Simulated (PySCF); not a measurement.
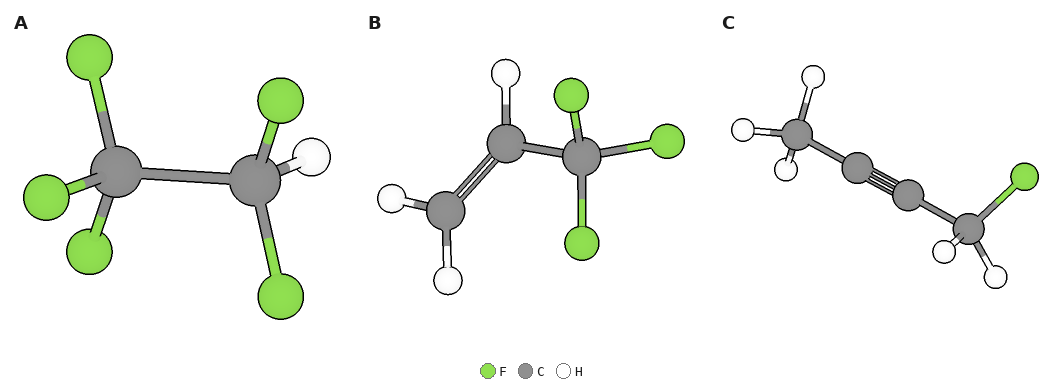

Simulated data, not a measurement (program: PySCF).

```xyz
8
charge 0, multiplicity 1
F    -0.0908   -1.7317    0.1832
C     0.3497   -0.5948   -0.3695
F     1.6687   -0.4864   -0.1712
C    -0.3513    0.5868    0.3034
F    -0.0934    0.6249    1.6014
F     0.0606    1.7238   -0.2489
F    -1.6639    0.4812    0.1279
H     0.1345   -0.5971   -1.4524
```

Question: Which panel shows the molecule in this file?

Answer: A. The file holds C2HF5, `FC(F)C(F)(F)F`.
